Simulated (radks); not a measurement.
# Nuclear size and the levels of Ti¹²⁺

Aim: how the total energy, the levels and the density at the nucleus of Ti¹²⁺ respond when the nuclear radius is scaled.

The numbers are computed with radks (a radial shooting solver on a logarithmic mesh, Libxc functionals) version 1 (Dirac Kohn-Sham, PBE, spin-unpolarised, spherical densities, finite nucleus), except any that are marked as measured or tabulated.

### 1 The atom as given

```
element            : titanium (Z = 22)
charge             : +12
electrons          : 10
configuration      : [Ne]
nuclear rms radius : 3.5921 fm
```

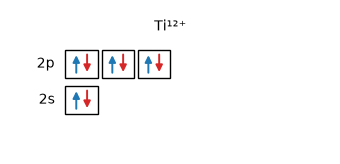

Occupation of the outer shells (arrows by Hund's rule).

### 2 rms radius 3.5921 fm

The run's settings:

```text
Z 22
configuration [Ne] 3s0 3p0
relativity Dirac
functional pbe,pbe
spin unpolarised
j_filling average
nucleus finite rms 3.5921 fm
c 137.035999084
```

### 3 rms radius 3.2077 fm

Settings, as their differences from step 2:

```diff
@@ -6,3 +6,3 @@
 j_filling average
-nucleus finite rms 3.5921 fm
+nucleus finite rms 3.2077 fm
 c 137.035999084
```

### 4 rms radius 3.4448 fm

Settings, as their differences from step 3:

```diff
@@ -6,3 +6,3 @@
 j_filling average
-nucleus finite rms 3.2077 fm
+nucleus finite rms 3.4448 fm
 c 137.035999084
```

### 5 rms radius 3.84 fm

Settings, as their differences from step 4:

```diff
@@ -6,3 +6,3 @@
 j_filling average
-nucleus finite rms 3.4448 fm
+nucleus finite rms 3.84 fm
 c 137.035999084
```

### 6 rms radius 4.174 fm

Settings, as their differences from step 5:

```diff
@@ -6,3 +6,3 @@
 j_filling average
-nucleus finite rms 3.84 fm
+nucleus finite rms 4.174 fm
 c 137.035999084
```

What does the calculation give? Wanted: for each run, rms radius; total energy shift; density at nucleus; 1s1/2 shift; 2s1/2 shift; 2p1/2 shift; 3s1/2 shift.

As calculated:

```
rms radius (fm)  total energy shift (eV)  density at nucleus (e/bohr³)  1s1/2 shift (meV)  2s1/2 shift (meV)  2p1/2 shift (meV)  3s1/2 shift (meV)
         3.2077                 -0.00981                          8457              -4.20             -0.369             0.0384            -0.0797
         3.4448                 -0.00389                          8438              -1.66             -0.146             0.0152            -0.0316
         3.5921                        0                          8427                  0                  0                  0                  0
           3.84                  0.00690                          8410               2.95              0.259            -0.0270             0.0560
          4.174                   0.0169                          8388               7.23              0.635            -0.0661              0.137
```

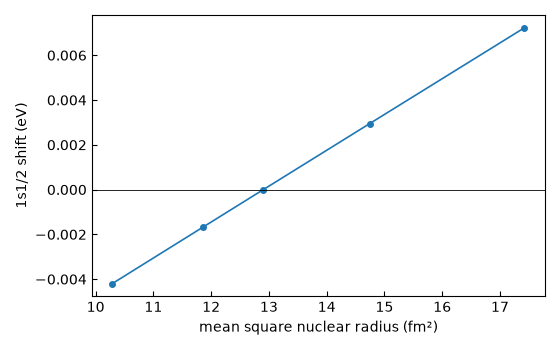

Shift of the 1s1/2 level against the mean square radius.

What this shows: Shifts are against the first run. Over the range the 1s1/2 level moves by 0.0114 eV and the 3s1/2 level by 0.217 meV. A larger nucleus binds the 1s electrons less and lowers the density at its centre. These are shifts of eigenvalues, not the field shifts of spectral lines.
